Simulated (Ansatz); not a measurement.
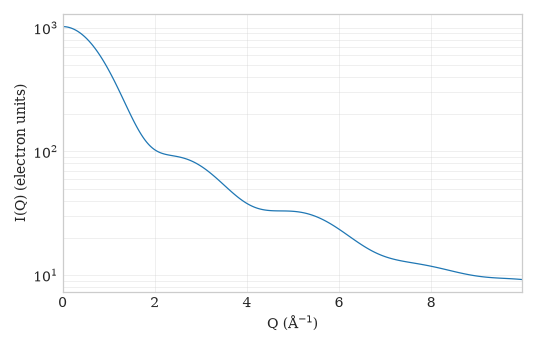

Elastic X-ray scattering of a randomly oriented, rigid molecule, calculated with the Debye equation from neutral-atom form factors (independent atoms, no Compton part, no vibration). The geometry is the end point of an optimisation (Ansatz, RKS PBE0-D4/def2-SVP); it may be a saddle point or a higher isomer. It contains O, B, C, F, H.

Question: How many electrons does the independent-atom model of the molecule hold?

Answer: I(0) is the square of the electron number: I(0) = 1020, so about 32 electrons, the count of CH4BFO.

Question: What radius of gyration does the initial fall-off give?

Answer: From I(Q) ≈ I(0) exp(−Q²R²/3) at small Q, R ≈ 1.57 Å. It is larger than the electron-weighted radius of the nuclear positions alone (1.40 Å), because each atom's electron cloud adds to it.
